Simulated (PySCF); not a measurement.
Molecule: SMILES [SiH3]C[SiH2]F (CH7FSi2), singlet. Atoms near the plane z = 1.0 Å, at the PBE0/def2-SVP optimised geometry (x, y, z in Å): Si1 (0.9, -0.9, 0.6), C2 (0.1, 0.7, 0.0), Si3 (-1.8, 0.7, 0.0), F4 (-2.3, 0.0, 1.4), H5 (0.3, -2.1, -0.2), H6 (2.3, -0.9, 0.3), H7 (0.7, -1.1, 2.0), H8 (0.5, 1.5, 0.6), H11 (-2.3, 2.1, 0.0).

Computed with PBE0/def2-TZVP in PySCF. Cells within 0.4 Å of a nucleus heavier than hydrogen are left out (blank, or x). The values are rescaled to run from 0 to 1.

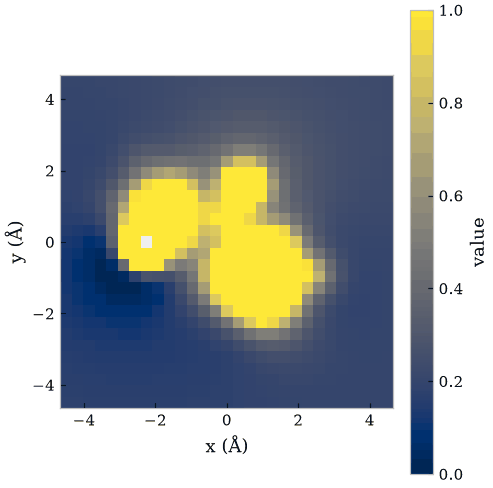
Figure: a field on the plane z = 1.0 Å.

### Question
Which quantity is mapped?
A) electrostatic potential
B) electron localisation function
C) an orbital amplitude
D) log10 of the electron density

### Answer
A, electrostatic potential. In full: electrostatic potential (hartree/e), clipped to [-0.08, 0.12].
